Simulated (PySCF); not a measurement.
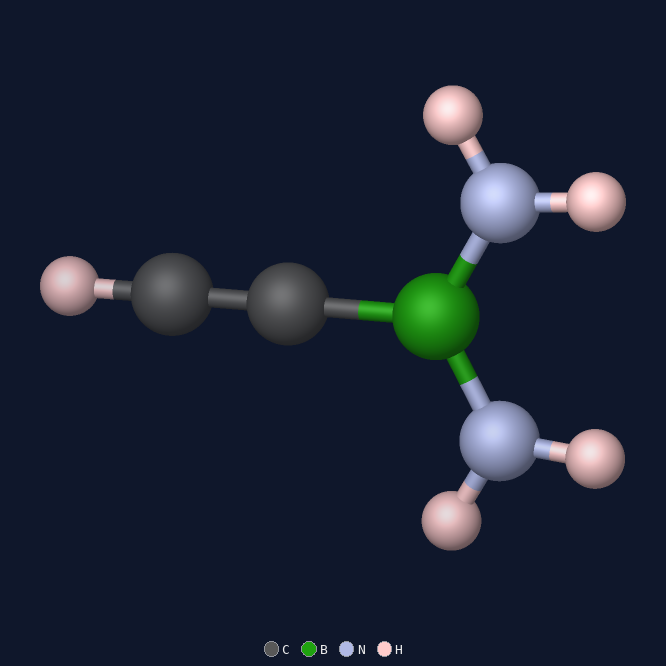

Rendered structure (ball-and-stick style). Every bond is drawn as one stick, whatever its order.

Which formula does it have?

C₂H₅BN₂, 10 atoms: 2 carbon, 5 hydrogen, 1 boron and 2 nitrogen.

Name functional groups in it.

Among them: alkyne.

Does it have rings?

It has no ring.

What is the point group of this geometry?

C2v.

The parts below concern this one geometry. Atoms keep their numbers from picture to picture. The computed structure is the end point of a PBE0-D3(BJ)/def2-SVP optimisation. No frequency run is at hand to confirm it as a minimum.

## Shape

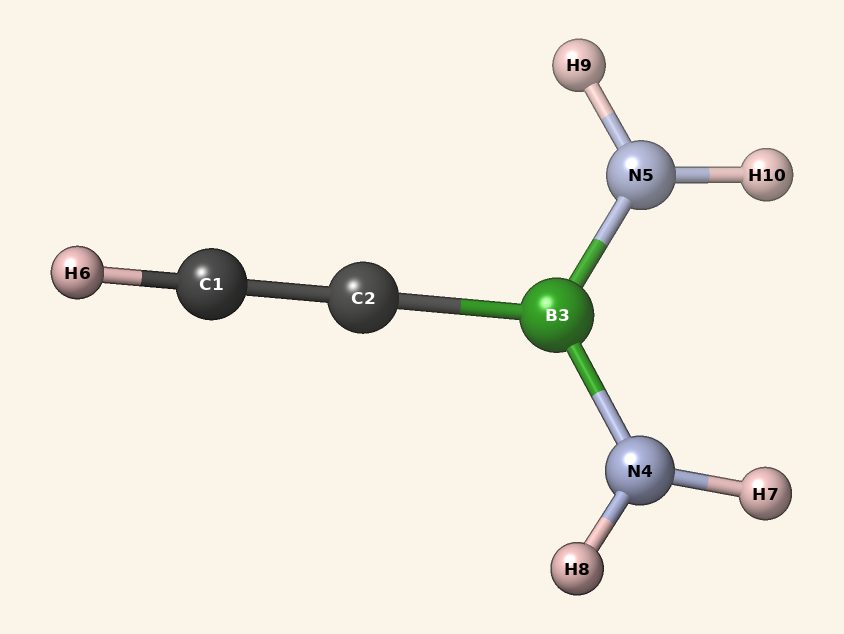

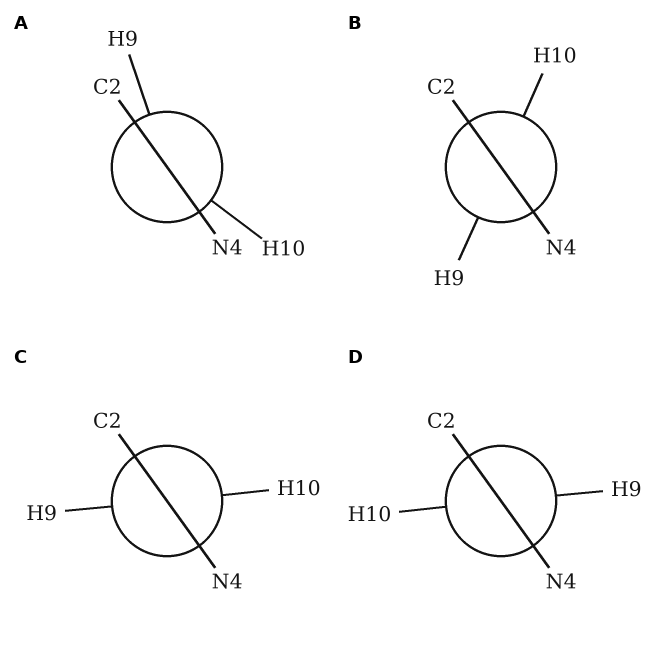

Depth is shown by fading: the farther an atom, the more it takes the colour of the background. Bonds that would overlap in a projection are set slightly apart. No frequency run is at hand to confirm it as a minimum.

Which Newman projection shows the view along B3–N5, with B3 in front?

A. The torsion angle N4–B3–N5–H9 is 180°, antiperiplanar (anti).

## NMR shielding

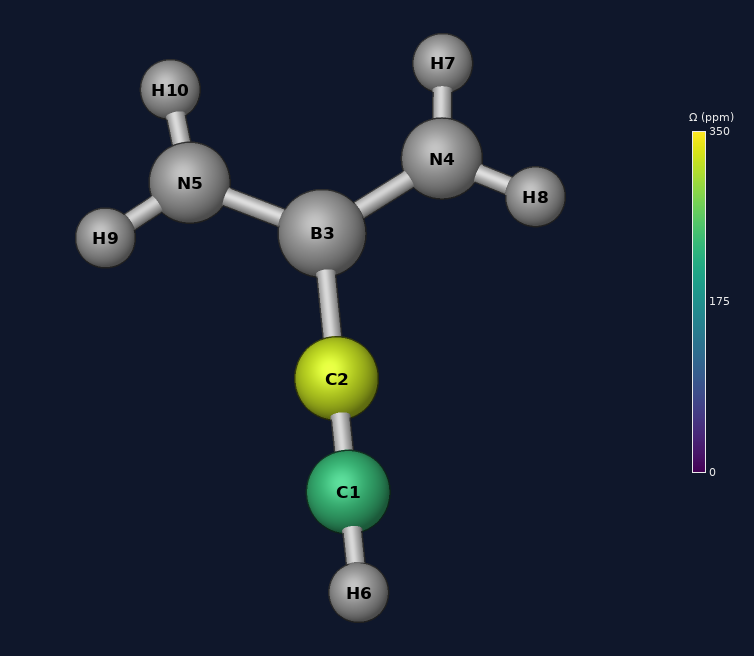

The C atoms are coloured by the span of their shielding tensor. No frequency run is at hand to confirm it as a minimum. Level of theory: GIAO CAM-B3LYP/pcSseg-2 NMR shielding, non-relativistic, gas phase (PySCF 2.14.0). Principal shieldings σ11 ≤ σ22 ≤ σ33, span Ω = σ33 − σ11, skew κ = 3(σiso − σ22)/Ω.

Which C atom has the most anisotropic shielding?

C2, with a span of 320 ppm.

Give the shielding tensors of the C atoms.

```csv
atom,σ11,σ22,σ33,σiso,Ω,κ
C1,7.9,12.5,243.4,87.9,235.5,0.96
C2,−24.0,−10.7,295.7,87.0,319.7,0.92
```

Shieldings and span in ppm.

## Electronic properties

No frequency run is at hand to confirm it as a minimum. Properties computed with BLYP/pcSseg-2, gas phase (PySCF 2.14.0).

Give the LUMO energy (Kohn–Sham orbital) at this level.

−0.65 eV.

Estimate the dipole moment.

1.49 D.

What is the HOMO energy (Kohn–Sham orbital)?

−5.61 eV.

## Bond orders

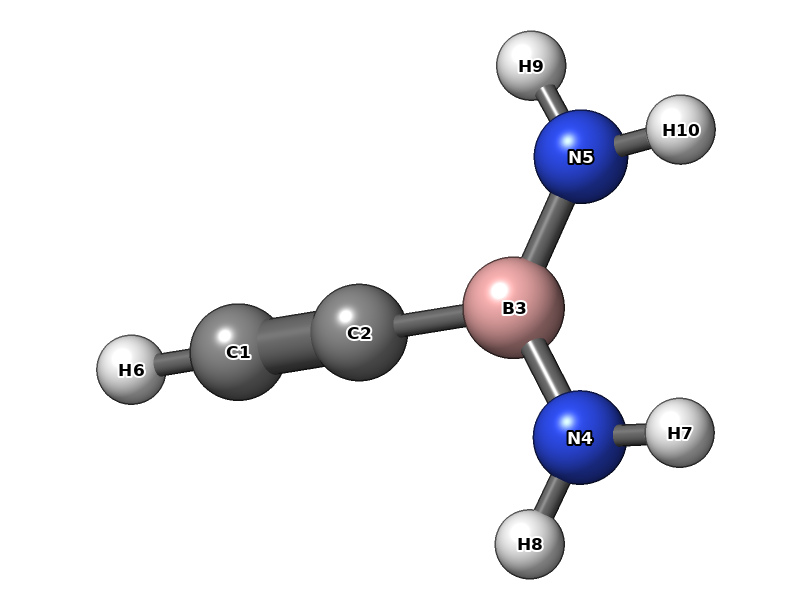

The thickness of each stick grows with its Mayer bond order. No frequency run is at hand to confirm it as a minimum. Method: PBE0/STO-3G (PySCF 2.14.0).

Which bond has the highest Mayer bond order?

C1–C2, 2.90, at a length of 1.217 Å.

List the Mayer bond orders of C1–C2, C1–H6, C2–B3, B3–N4, N4–H8, N4–H7 (one bond of each equivalent set).

```tsv
bond	Mayer order	length (Å)
C1–C2	2.90	1.217
C1–H6	0.98	1.075
C2–B3	1.00	1.553
B3–N4	1.23	1.413
N4–H8	0.93	1.009
N4–H7	0.93	1.010
```

## Quadrupole coupling

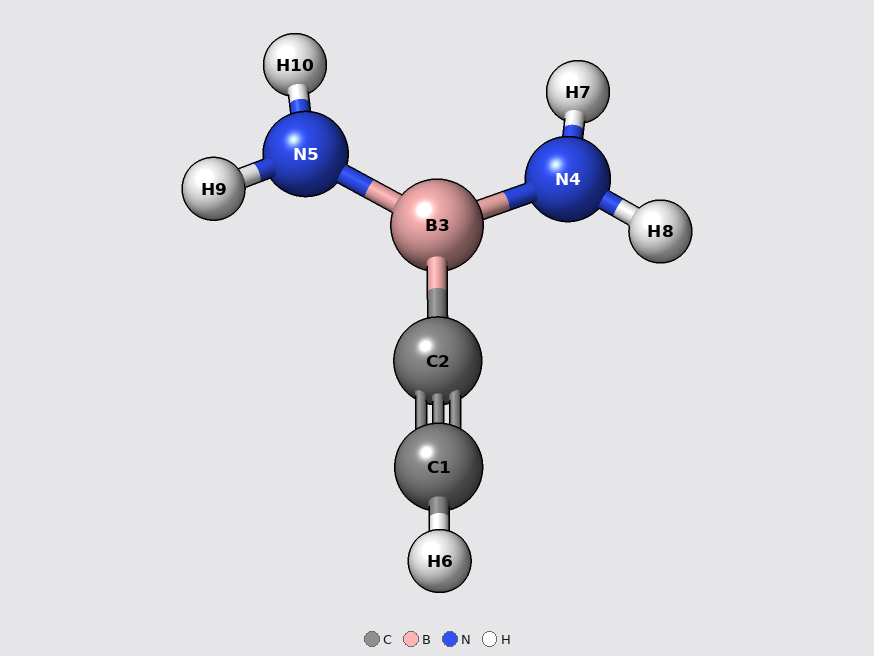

No frequency run is at hand to confirm it as a minimum. Electric field gradients from the ground-state density, PBE0/STO-3G (PySCF 2.14.0), non-relativistic apart from any core potentials.

Give the largest field-gradient component, the quadrupole coupling constant and the asymmetry for 11B at B3 (Q = 40.59 mb), 14N at N4 (Q = 20.44 mb).

| atom | V_zz (a.u.) | e²qQ/h (MHz) | η |
| --- | --- | --- | --- |
| B3 | 0.048 | 0.461 | 0.49 |
| N4 | −1.440 | −6.92 | 0.24 |
